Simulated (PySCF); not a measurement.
# CS (carbon monosulfide) at M06-2X/STO-6G

Aim: the vertical singlet–triplet gap of CS (carbon monosulfide) at M06-2X/STO-6G, from 2 runs. 

Program for the calculation: PySCF 2.14.0.

21 further runs of the same task are left out: 10 that didn't finish, 11 set aside as unsound or not needed.

### Step 1. The structure to begin with

The species is CS (2 atoms), meant as a singlet with charge 0. SMILES: `[C-]#[S+]`. The bond length is the measured one.

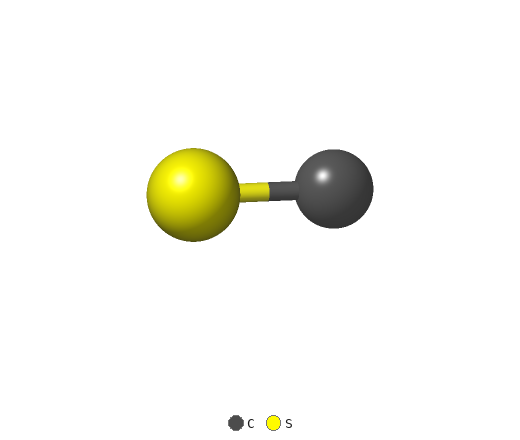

The structure, seen from a chosen angle (carbon dark grey, sulfur yellow).

### Step 2. A single-point energy at M06-2X/STO-6G

run.py

```python
# carbon monosulfide
from pyscf import gto, dft

mol = gto.M(
    atom='''
C      0.000000     0.000000     0.000000
S      0.000000     0.000000     2.900618
''',
    basis='sto-6g',
    max_memory=1860,
    verbose=3,
    spin=0,
    charge=0,
    unit='bohr',
)

mf = dft.RKS(mol)
mf.xc = 'm06-2x'
mf.conv_tol = 1e-10
mf.grids.level = 5
mf.kernel()
if not mf.converged:
    mf = mf.newton().run(mf.mo_coeff, mf.mo_occ)

e_final = mf.e_tot
print('E(%s) = %.9f' % ('M06-2X', e_final))
```

Run with:

```
$ OMP_NUM_THREADS=1 python run.py
```

The log of the run:

```text
converged SCF energy = -434.647682672274
E(M06-2X) = -434.647682672
```

It took 1.8 s on 1 thread of Arm Neoverse V1, shared host; peak memory 0.16 GiB.

### Step 3. The triplet at the same level

input.py

```python
from pyscf import gto, dft

mol = gto.M(
    atom='''
C    0.000000   0.000000   0.000000
S    0.000000   0.000000   1.534941
''',
    charge=0,
    basis='sto-6g',
    spin=2,
    verbose=3,
    max_memory=1860,
)

myscf = dft.UKS(mol)
myscf.xc = 'm06-2x'
myscf.grids.level = 5
myscf.conv_tol = 1e-10
myscf.kernel()
if not myscf.converged:
    myscf = myscf.newton().run(myscf.mo_coeff, myscf.mo_occ)

e_final = myscf.e_tot
print(f'total energy: {e_final:.8f} hartree')
```

Run with:

```
$ OMP_NUM_THREADS=1 python input.py
```

The log of the run:

```text
WARN: HOMO 0.00540616095779034 >= LUMO -0.245463785169162

converged SCF energy = -434.51944792532  <S^2> = 2.0568648  2S+1 = 3.0376733
total energy: -434.51944793 hartree
```

It took 3.9 s on 1 thread of Arm Neoverse V1, shared host; peak memory 0.18 GiB.

### Step 4. Results

Level: M06-2X/STO-6G.

| quantity | value |
| --- | --- |
| singlet: total energy | -434.64768 Eh |
| singlet: dipole moment | 1.40 D |
| singlet: HOMO energy | -6.65 eV |
| singlet: LUMO energy | 3.16 eV |
| singlet: HOMO–LUMO gap | 9.81 eV |
| triplet: total energy | -434.51945 Eh |
| triplet: dipole moment | 0.16 D |
| triplet: HOMO energy (highest over α and β) | -2.64 eV |
| triplet: LUMO energy (lowest over α and β) | 0.33 eV |
| triplet: ⟨S²⟩ | 2.057 |
| vertical energy of the triplet above the singlet | 3.489 eV |

**Reading.** At this shape the triplet lies 3.49 eV (337 kJ/mol) above the singlet. In a minimal basis such a difference can be off by several eV, whatever the method.
